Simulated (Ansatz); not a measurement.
# B₂H₂ (singlet): one geometry, many settings at scale of all distances = 1.489

What do other methods and options give for B₂H₂ (singlet) at this geometry, and how long do they take?

Computed with Ansatz 0.2.0, Gaussian basis. Level: the settings change from run to run.

12 further runs of the same task are left out: 10 that didn't finish, 2 set aside as unsound or not needed.

### 1 What is computed

The geometry derives from a PBE0/def2-TZVP stationary point (not a proven minimum). All distances are scaled together.

4 atoms, charge 0, spin multiplicity 1.

Atoms are counted from 1 here; the program's logs count them from 0.

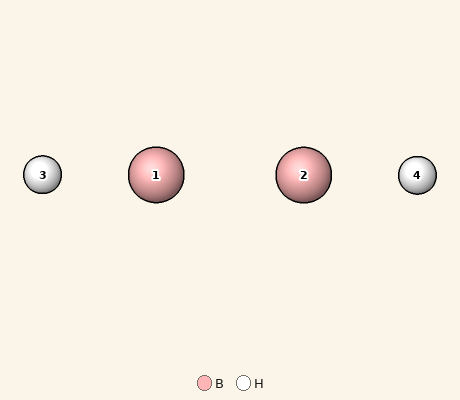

The structure; boron pink, hydrogen white; atoms are numbered from 1 in the order of the file.

### 2 MP2 on UHF/STO-3G

File in.yaml:

```yaml
crystal:
  periodic: [false, false, false]
  atoms:
    - {symbol: B, position_ang: [0.000000, 0.000000, 1.135392]}
    - {symbol: B, position_ang: [0.000000, 0.000000, -1.135392]}
    - {symbol: H, position_ang: [0.000000, 0.000000, 2.886060]}
    - {symbol: H, position_ang: [0.000000, 0.000000, -2.886060]}
basis:
  gaussian: {orbitals: STO-3G}
magnetization: {spin_polarized: true, initial_magnetization: 0}
correlation: {method: mp2, electrons: outside_noble_gas}
accuracy: high
```

Run with:

```sh
ansatz run in.yaml --threads 1 --pin off --events-out ev --progress --plain --max-ram 2393MiB
```

Log:

```text
Functional definition: HF
  name "HF"
  cite "Fock, Z. Phys. 61, 126 (1930) doi:10.1007/BF01340294"
  parent pbe
  exchange = exact_x
  correlation = 0
185 factors; integrals over basis functions are off by at most 4.3e-8 eV
mean field evaluation 1: about -1336.8692 eV, gradient 1.6e1 eV
mean field evaluation 2: about -1336.9393 eV, gradient 1.6e1 eV
mean field evaluation 4: about -1340.5372 eV, gradient 4.0e-1 eV
mean field evaluation 8: about -1340.5281 eV, gradient 1.3e-4 eV
mean field evaluation 16: about -1340.8159 eV, gradient 1.8e0 eV
mean field evaluation 32: about -1342.3351 eV, gradient 8.1e-7 eV
mean field evaluation 64: about -1341.6835 eV, gradient 8.1e-2 eV
mean field evaluation 96: about -1342.0413 eV, gradient 2.7e-2 eV
mean field evaluation 128: about -1340.9826 eV, gradient 3.1e-8 eV
mean field evaluation 160: about -1341.6837 eV, gradient 2.3e-8 eV
mean field evaluation 192: about -1341.6837 eV, gradient 5.3e-6 eV
mean field evaluation 224: about -1342.4553 eV, gradient 2.0e-7 eV
mean field evaluation 256: about -1342.3948 eV, gradient 2.5e-1 eV
mean field evaluation 288: about -1341.9340 eV, gradient 1.9e0 eV
mean field evaluation 320: about -1342.3819 eV, gradient 4.5e-6 eV
mean field evaluation 352: about -1336.8692 eV, gradient 1.6e1 eV
mean field -1342.45525345 eV, -49.3343206154 hartree, gradient 4.1e-8 eV, S^2 1.619555; 30 other end points of the search recorded, 0 dependent functions left out
2 core orbitals not correlated: weight in the atoms' cores, before any rotation towards them, 1.000 or more for the frozen orbitals, at most 0.000 for the correlated occupied ones
reference -1342.45525345 eV, -49.3343206154 hartree; 4, 4 occupied and 6, 6 virtual orbitals, 185 factors
second order -1.45770738 eV of doubles, -0.00000000 eV of singles
Total energy: -1343.91296083 eV, -49.3878903735 hartree
```

Wall time 2.2 s (1 thread of Intel Xeon at 2.50GHz, shared host).

From the report: ⟨S²⟩ of the determinant 1.620 (pure singlet: 0.00). The determinant is far from a pure spin state, so its energy mixes those of several spin states (harmless only where they are near-degenerate, as at dissociation).

### 3 MP2 on UHF/6-31G

Edit in.yaml of step 2 so:

```diff
@@ -8,5 +8,4 @@
 basis:
-  gaussian: {orbitals: STO-3G}
+  gaussian: {orbitals: 6-31G}
 magnetization: {spin_polarized: true, initial_magnetization: 0}
 correlation: {method: mp2, electrons: outside_noble_gas}
-accuracy: high
```

The command is unchanged.

Log (excerpt; [...] marks lines left out):

```text
Functional definition: HF
  name "HF"
  cite "Fock, Z. Phys. 61, 126 (1930) doi:10.1007/BF01340294"
  parent pbe
[...]
316 factors; integrals over basis functions are off by at most 2.8e-4 eV
[...]
mean field -1363.63062665 eV, -50.1125012273 hartree, gradient 1.8e-6 eV, S^2 1.263036; 28 other end points of the search recorded, 0 dependent functions left out
2 core orbitals not correlated: weight in the atoms' cores, before any rotation towards them, 1.000 or more for the frozen orbitals, at most 0.000 for the correlated occupied ones
reference -1363.63062665 eV, -50.1125012273 hartree; 4, 4 occupied and 16, 16 virtual orbitals, 316 factors
second order -2.04706420 eV of doubles, -0.00000000 eV of singles
Total energy: -1365.67769085 eV, -50.1877294491 hartree
```

Wall time 3.1 s (1 thread of Intel Xeon at 2.50GHz, shared host).

From the report: ⟨S²⟩ of the determinant 1.263 (pure singlet: 0.00). The determinant is far from a pure spin state, so its energy mixes those of several spin states (harmless only where they are near-degenerate, as at dissociation).

### 4 MP2 on RHF/6-31G

Edit in.yaml of step 3 so:

```diff
@@ -8,4 +8,5 @@
 basis:
-  gaussian: {orbitals: 6-31G}
-magnetization: {spin_polarized: true, initial_magnetization: 0}
+  gaussian: {orbitals: 6-31G, point_charges: [{charge: 0.50, position_ang: [3.782, -0.379, 0.722]}]}
+magnetization: {spin_polarized: false}
 correlation: {method: mp2, electrons: outside_noble_gas}
+scf: {lower_state_search: light}
```

Same command.

Log (excerpt; [...] marks lines left out):

```text
Functional definition: HF
  name "HF"
  cite "Fock, Z. Phys. 61, 126 (1930) doi:10.1007/BF01340294"
  parent pbe
[...]
316 factors; integrals over basis functions are off by at most 2.8e-4 eV
[...]
mean field -1361.87127996 eV, -50.0478464291 hartree, gradient 1.5e-6 eV, S^2 0.000000; 9 other end points of the search recorded, 0 dependent functions left out; unrestricted orbitals would lower it
unrestricted determinant -1363.64256769 eV, -50.1129400524 hartree, S^2 1.2973
2 core orbitals not correlated: weight in the atoms' cores, before any rotation towards them, 1.000 or more for the frozen orbitals, at most 0.000 for the correlated occupied ones
reference -1361.87127996 eV, -50.0478464291 hartree; 4, 4 occupied and 16, 16 virtual orbitals, 316 factors
second order -2.70583056 eV of doubles, -0.00000000 eV of singles
Total energy: -1364.57711052 eV, -50.1472838680 hartree
```

Wall time 1.1 s (1 thread of Intel Xeon at 2.50GHz, shared host).

### 5 MP2 on RHF/def2-mTZVP

Edit in.yaml of step 4 so:

```diff
@@ -8,5 +8,5 @@
 basis:
-  gaussian: {orbitals: 6-31G, point_charges: [{charge: 0.50, position_ang: [3.782, -0.379, 0.722]}]}
+  gaussian: {orbitals: def2-mTZVP}
 magnetization: {spin_polarized: false}
 correlation: {method: mp2, electrons: outside_noble_gas}
-scf: {lower_state_search: light}
+output: {forces: true}
```

Same command.

Log (excerpt; [...] marks lines left out):

```text
Functional definition: HF
  name "HF"
  cite "Fock, Z. Phys. 61, 126 (1930) doi:10.1007/BF01340294"
  parent pbe
[...]
420 factors; integrals over basis functions are off by at most 5.4e-4 eV
[...]
mean field -1362.60848392 eV, -50.0749381749 hartree, gradient 2.2e-6 eV, S^2 0.000000; 6 other end points of the search recorded, 0 dependent functions left out; unrestricted orbitals would lower it
unrestricted determinant -1364.27592002 eV, -50.1362153213 hartree, S^2 1.2472
2 core orbitals not correlated: weight in the atoms' cores, before any rotation towards them, 1.000 or more for the frozen orbitals, at most 0.000 for the correlated occupied ones
reference -1362.60848392 eV, -50.0749381749 hartree; 4, 4 occupied and 38, 38 virtual orbitals, 420 factors
second order -3.54107825 eV of doubles, -0.00000000 eV of singles
[...]
Total energy: -1366.14956217 eV, -50.2050704003 hartree
Atom 0 at     0.000000     0.000000     1.135392 Å, force     0.000000    -0.000000     5.278172 eV/Å
Atom 1 at     0.000000     0.000000    -1.135392 Å, force     0.000000     0.000000    -5.278172 eV/Å
Atom 2 at     0.000000     0.000000     2.886060 Å, force    -0.000000     0.000000    -2.094273 eV/Å
Atom 3 at     0.000000     0.000000    -2.886060 Å, force    -0.000000     0.000000     2.094273 eV/Å
Dipole moment:    -0.000000     0.000000     0.000000 e Å
```

It took 2.2 s on 1 thread of Intel Xeon at 2.50GHz, shared host.

### 6 CASCI(2,2)/6-31G

Edit in.yaml of step 5 so:

```diff
@@ -8,5 +8,4 @@
 basis:
-  gaussian: {orbitals: def2-mTZVP}
-magnetization: {spin_polarized: false}
-correlation: {method: mp2, electrons: outside_noble_gas}
-output: {forces: true}
+  gaussian: {orbitals: 6-31G}
+correlation: {active_space: {window: {electrons: 2, orbitals: 2}, fixed_orbitals: true}}
+scf: {lower_state_search: full}
```

Launched as before.

Log:

```text
Functional definition: HF
  name "HF"
  cite "Fock, Z. Phys. 61, 126 (1930) doi:10.1007/BF01340294"
  parent pbe
  exchange = exact_x
  correlation = 0
316 factors; integrals over basis functions are off by at most 2.8e-4 eV
mean field evaluation 1: about -1360.2086 eV, gradient 1.6e1 eV
mean field evaluation 2: about -1360.2097 eV, gradient 1.6e1 eV
mean field evaluation 4: about -1362.0048 eV, gradient 8.7e-1 eV
mean field evaluation 8: about -1362.0097 eV, gradient 4.3e-4 eV
mean field evaluation 16: about -1361.5002 eV, gradient 1.9e-4 eV
mean field -1362.00969776 eV, -50.0529331894 hartree, gradient 3.6e-6 eV, S^2 0.000000; 6 other end points of the search recorded, 0 dependent functions left out
reference -1362.00969776 eV, -50.0529331894 hartree; 6, 6 occupied and 16, 16 virtual orbitals, 316 factors
state -1362.10746279 eV, -50.0565259880 hartree
WARN: the results are in doubt because the space or a class takes a part of the degenerate orbitals at 0.3065 eV
Total energy: -1362.10746279 eV, -50.0565259880 hartree
In doubt: the space or a class takes a part of the degenerate orbitals at 0.3065 eV
```

Run time: 0.5 s. Hardware: 1 thread of Intel Xeon at 2.50GHz, shared host.

From the report: 2 determinants; active occupations 1.90, 0.10. The program marks this result as in doubt; its last lines say why.

### 7 CCSDT on UHF/6-31G

Edit in.yaml of step 6 so:

```diff
@@ -8,4 +8,4 @@
 basis:
-  gaussian: {orbitals: 6-31G}
-correlation: {active_space: {window: {electrons: 2, orbitals: 2}, fixed_orbitals: true}}
-scf: {lower_state_search: full}
+  gaussian: {orbitals: 6-31G, fitting: {mean_field: def2-universal-jkfit}}
+magnetization: {spin_polarized: true, initial_magnetization: 0}
+correlation: {method: ccsdt, electrons: outside_noble_gas}
```

Same command.

Log (excerpt; [...] marks lines left out):

```text
Functional definition: HF
  name "HF"
  cite "Fock, Z. Phys. 61, 126 (1930) doi:10.1007/BF01340294"
  parent pbe
[...]
186 factors; integrals over basis functions are off by at most 1.2e-1 eV
[...]
mean field -1363.63147170 eV, -50.1125322822 hartree, gradient 2.3e-6 eV, S^2 1.262401; 36 other end points of the search recorded, 0 dependent functions left out
determinant -1363.63147170 eV, -50.1125322822 hartree, with singles and doubles -1367.17269107 eV, -50.2426696940 hartree
determinant -1363.62556813 eV, -50.1123153303 hartree, with singles and doubles -1367.18996043 eV, -50.2433043313 hartree
determinant -1363.57029309 eV, -50.1102840099 hartree, with singles and doubles -1367.10842929 eV, -50.2403081170 hartree
determinant -1363.53832984 eV, -50.1091093822 hartree, with singles and doubles -1367.11118906 eV, -50.2404095367 hartree
[...]
determinant -1362.42577160 eV, -50.0682236208 hartree, with singles and doubles -1367.16719853 eV, -50.2424678467 hartree
determinant -1362.17503264 eV, -50.0590091340 hartree, with singles and doubles -1367.24792482 eV, -50.2454344830 hartree
determinant -1361.46985442 eV, -50.0330943125 hartree, with singles and doubles -1367.09676128 eV, -50.2398793256 hartree
2 core orbitals not correlated: weight in the atoms' cores, before any rotation towards them, 1.000 or more for the frozen orbitals, at most 0.000 for the correlated occupied ones
reference -1362.17503264 eV, -50.0590091340 hartree; 4, 4 occupied and 16, 16 virtual orbitals, 186 factors
second order -3.82783330 eV of doubles, -0.00000000 eV of singles
cycle   1  -4.24591614 eV  change   -7.3e-1 eV  update   1.3e-1
[...]
cycle  31  -5.63171819 eV  change    7.1e-7 eV  update   3.0e-7
WARN: the results are in doubt because among natural orbitals full CI differs from the method by +0.375 eV
Total energy: -1367.80675082 eV, -50.2659709600 hartree
In doubt: among natural orbitals full CI differs from the method by +0.375 eV
```

Wall time 15 s (1 thread of Intel Xeon at 2.50GHz, shared host).

From the report: ⟨S²⟩ of the determinant 1.000 (pure singlet: 0.00); correlation -5.6317 eV; T1 0.024; largest double amplitude 0.90. The determinant is far from a pure spin state, so its energy mixes those of several spin states (harmless only where they are near-degenerate, as at dissociation). Mind the lines of doubt at the end of the log.

### 8 CISD/6-31G

File in.yaml:

```yaml
crystal:
  periodic: [false, false, false]
  atoms:
    - {symbol: B, position_ang: [0.000000, 0.000000, 1.135392]}
    - {symbol: B, position_ang: [0.000000, 0.000000, -1.135392]}
    - {symbol: H, position_ang: [0.000000, 0.000000, 2.886060]}
    - {symbol: H, position_ang: [0.000000, 0.000000, -2.886060]}
basis:
  gaussian: {orbitals: 6-31G}
correlation: {active_space: {ras: {orbitals: [4, 0, 16], electrons: 8, max_holes: 2, max_particles: 2}, fixed_orbitals: true}}
scf: {lower_state_search: off}
output: {forces: true}
```

Launched as before.

Log (excerpt; [...] marks lines left out):

```text
Functional definition: HF
  name "HF"
  cite "Fock, Z. Phys. 61, 126 (1930) doi:10.1007/BF01340294"
  parent pbe
[...]
316 factors; integrals over basis functions are off by at most 2.8e-4 eV
[...]
mean field -1362.00969776 eV, -50.0529331894 hartree, gradient 3.6e-6 eV, S^2 0.000000; 0 other end points of the search recorded, 0 dependent functions left out
reference -1362.00969776 eV, -50.0529331894 hartree; 6, 6 occupied and 16, 16 virtual orbitals, 316 factors
state -1366.07816098 eV, -50.2024464550 hartree
[...]
Total energy: -1366.07816098 eV, -50.2024464550 hartree
Atom 0 at     0.000000     0.000000     1.135392 Å, force     0.000000     0.000000     4.875209 eV/Å
Atom 1 at     0.000000     0.000000    -1.135392 Å, force    -0.000000    -0.000000    -4.875209 eV/Å
Atom 2 at     0.000000     0.000000     2.886060 Å, force     0.000000    -0.000000    -1.978810 eV/Å
Atom 3 at     0.000000     0.000000    -2.886060 Å, force     0.000000     0.000000     1.978810 eV/Å
Dipole moment:     0.000000     0.000000    -0.000000 e Å
Checks for a lower state left out: starts, cluster_reference, orbital_swaps, neighbouring_geometries, increment
```

Wall time 0.94 s (1 thread of Intel Xeon at 2.50GHz, shared host).

From the report: 1,057 determinants.

### 9 NEVPT4(SD)(8,6)/6-31G

Edit in.yaml of step 8 so:

```diff
@@ -9,4 +9,3 @@
   gaussian: {orbitals: 6-31G}
-correlation: {active_space: {ras: {orbitals: [4, 0, 16], electrons: 8, max_holes: 2, max_particles: 2}, fixed_orbitals: true}}
-scf: {lower_state_search: off}
-output: {forces: true}
+correlation: {method: fic_nevpt4_sd, electrons: valence, active_space: {window: {electrons: 8, orbitals: 6}, states: [{multiplicity: 1, weights: [0.5, 0.5, 0.5, 1]}]}}
+accuracy: high
```

Same command.

Log (excerpt; [...] marks lines left out):

```text
Functional definition: HF
  name "HF"
  cite "Fock, Z. Phys. 61, 126 (1930) doi:10.1007/BF01340294"
  parent pbe
[...]
508 factors; integrals over basis functions are off by at most 5.0e-9 eV
[...]
mean field -1362.00970053 eV, -50.0529332911 hartree, gradient 3.0e-8 eV, S^2 0.000000; 6 other end points of the search recorded, 0 dependent functions left out; unrestricted orbitals would lower it
reference -1362.00970053 eV, -50.0529332911 hartree; 6, 6 occupied and 16, 16 virtual orbitals, 508 factors
state -1363.71572550 eV, -50.1156285524 hartree
state -1363.04786137 eV, -50.0910849982 hartree
state -1361.95905025 eV, -50.0510719277 hartree
state -1361.95905025 eV, -50.0510719277 hartree
state -1363.71572550 eV, -50.1156285524 hartree; corrected -1366.88058220 eV, -50.2319348910 hartree
state -1363.04786137 eV, -50.0910849982 hartree; corrected -1366.28690241 eV, -50.2101175612 hartree
state -1361.95905025 eV, -50.0510719277 hartree; corrected -1366.09661125 eV, -50.2031244900 hartree
state -1361.95905025 eV, -50.0510719277 hartree; corrected -1366.09661125 eV, -50.2031244900 hartree
an earlier search ended where averaged states of different weights were degenerate, so these states were given the mean of their weights and the orbitals were optimised with it
Total energy: -1366.29146367 eV, -50.2102851844 hartree
```

It took 10 s on 1 thread of Intel Xeon at 2.50GHz, shared host.

From the report: 113 determinants; active occupations (of the averaged states) 1.98, 1.97, 1.93, 1.00, 0.56, 0.56.

### 10 MP2 on RHF/aug-cc-pVDZ

File in.yaml:

```yaml
crystal:
  periodic: [false, false, false]
  atoms:
    - {symbol: B, position_ang: [0.000000, 0.000000, 1.135392]}
    - {symbol: B, position_ang: [0.000000, 0.000000, -1.135392]}
    - {symbol: H, position_ang: [0.000000, 0.000000, 2.886060]}
    - {symbol: H, position_ang: [0.000000, 0.000000, -2.886060]}
basis:
  gaussian: {orbitals: aug-cc-pVDZ}
magnetization: {spin_polarized: false}
correlation: {method: mp2, electrons: valence}
```

The command is unchanged.

Log (excerpt; [...] marks lines left out):

```text
Functional definition: HF
  name "HF"
  cite "Fock, Z. Phys. 61, 126 (1930) doi:10.1007/BF01340294"
  parent pbe
[...]
630 factors; integrals over basis functions are off by at most 1.1e-3 eV
[...]
mean field -1362.65369149 eV, -50.0765995225 hartree, gradient 2.1e-6 eV, S^2 0.000000; 6 other end points of the search recorded, 0 dependent functions left out; unrestricted orbitals would lower it
unrestricted determinant -1364.37556174 eV, -50.1398770870 hartree, S^2 1.2311
2 core orbitals not correlated: weight in the atoms' cores, before any rotation towards them, 1.000 or more for the frozen orbitals, at most 0.000 for the correlated occupied ones
reference -1362.65369149 eV, -50.0765995225 hartree; 4, 4 occupied and 58, 58 virtual orbitals, 630 factors
second order -4.13625921 eV of doubles, -0.00000000 eV of singles
Total energy: -1366.78995071 eV, -50.2286042450 hartree
```

It took 2.9 s on 1 thread of Intel Xeon at 2.50GHz, shared host.

### 11 The runs in one table

Where basis and cores are those of an earlier FCI/6-31G run (-1367.5084 eV), and the state is the same kind, the miss against it is given. † marks a result that the program doubts.

| level | correlated | functions | energy (eV) | from FCI (meV) | time |
| --- | --- | --- | --- | --- | --- |
| MP2 on UHF/STO-3G | outside noble gas | 12 | -1343.9130 |  | 2.2 s |
| MP2 on UHF/6-31G | outside noble gas | 22 | -1365.6777 | 1830.7 | 3.1 s |
| MP2 on RHF/6-31G (beside a point charge) | outside noble gas | 22 | -1364.5771 |  | 1.1 s |
| MP2 on RHF/def2-mTZVP | outside noble gas | 44 | -1366.1496 |  | 2.2 s |
| CASCI(2,2)/6-31G † |  | 22 | -1362.1075 | 5401.0 | 0.5 s |
| CCSDT on UHF/6-31G † | outside noble gas | 22 | -1367.8068 | -298.3 | 15 s |
| CISD/6-31G | outside noble gas | 22 | -1366.0782 | 1430.3 | 0.94 s |
| NEVPT4(SD)(8,6)/6-31G (mean of several states) | valence | 22 | -1366.2915 |  | 10 s |
| MP2 on RHF/aug-cc-pVDZ | valence | 64 | -1366.7900 |  | 2.9 s |

### 12 Results

| quantity | value |
| --- | --- |
| runs | 9 |
| quickest | CASCI(2,2)/6-31G †, 0.5 s |
| slowest | CCSDT on UHF/6-31G †, 15 s |

Total energies in different bases, with other cores or another treatment of relativity can't be set against each other. CCSDT on UHF/6-31G † took 29 times as long as CASCI(2,2)/6-31G †; the jobs differ in more than the method. Among the correlated runs with a miss given, it spans -298 to +1831 meV. Hartree-Fock, CASSCF and CASCI lack dynamic correlation by design.
